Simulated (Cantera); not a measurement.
Input: 1 mol SiC, 4.6 mol N2O, 700 mol H2, at 1748.15 K.

Equilibrium computed with Cantera from the NASA thermochemical tables; the gas is ideal and each condensed phase is pure. Candidate condensed phases: C, C6H6, C7H8, C8H18, H2O, Si, SiC, SiO2, Si2N2O, Si3N4; 151 gas species. The tables hold silica as quartz up to 1696 K and as liquid above; real silica turns to tridymite and cristobalite and melts near 1996 K. Gases not in the tables: Si(OH)4. Kinetics and transport are ignored.

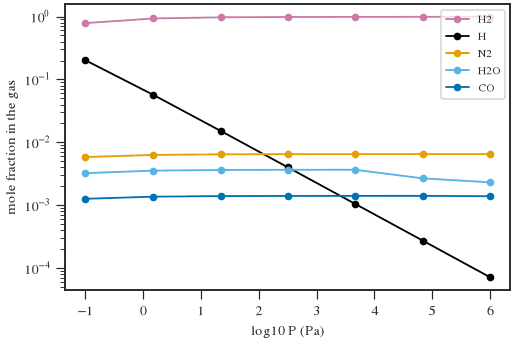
Figure: Equilibrium gas composition (values under 1e-9 drawn at 1e-9)

From 1.00e-6 bar to 0.0460 bar nothing is condensed. From 0.680 bar to 10.0 bar the condensed part is SiO2(condensed).
